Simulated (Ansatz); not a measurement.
Abstraction of H: SiH2(CH3)(NH2) + GeH3(NH) → SiH(CH3)(NH2) + GeH3(NH2)

Species: SiH2(CH3)(NH2), singlet; GeH3(NH), doublet; SiH(CH3)(NH2), doublet; GeH3(NH2), singlet. A radical takes H: the energy is the difference in strength between the Si–H bond broken and the N–H bond made.

Shapes, held fixed at every level: PBE0-D4/def2-TZVP. Flexible molecules stand in one conformer, not always the lowest. Programs: Ansatz 0.2.0. The zero-point and thermal change to 298 K, harmonic and unscaled (PBE0-D4/def2-TZVP), is +12.6 kJ/mol.

| level | kind | ΔH(298 K) (kJ/mol) | less CCSD(T)/def2-TZVPP |
| --- | --- | --- | --- |
| MP2/def2-SVP | perturbation theory | -81.6 | -19.3 |
| SPW92/def2-TZVPP | LDA | -103.2 | -40.9 |
| PBE-D4/def2-TZVPP | GGA | -78.7 | -16.4 |
| r2SCAN-D4/def2-TZVPP | meta-GGA | -64.7 | -2.4 |
| B3LYP-D4/def2-TZVPP | global hybrid | -62.0 | +0.3 |
| wB97X-V/def2-TZVPP | range-separated hybrid | -59.7 | +2.6 |
| CCSD(T)/def2-SVP | coupled cluster or CI | -62.1 | +0.2 |
| CCSD(T)/def2-TZVPP | coupled cluster or CI | -62.3 | 0.0 |

The highest level, CCSD(T)/def2-TZVPP, gives ΔH(298 K) = -62.3 kJ/mol; the levels span -103.2 to -59.7. The column of differences is taken from that level and isn't an error. No measured value is set beside it here. Open shells run unrestricted. Relativity is left out for Ge. Outer-core shells of Ge are correlated in most correlated rows, in sets that cover them unevenly.

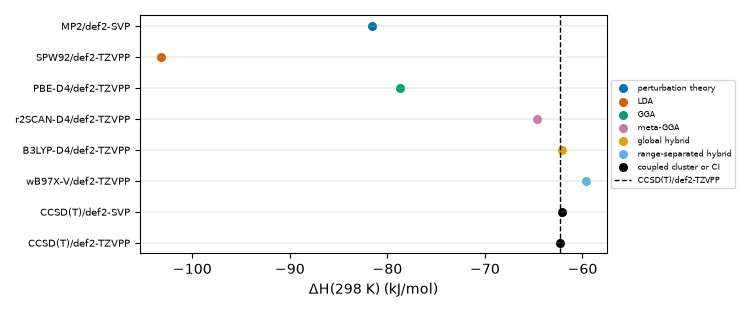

The values of the table, level by level.
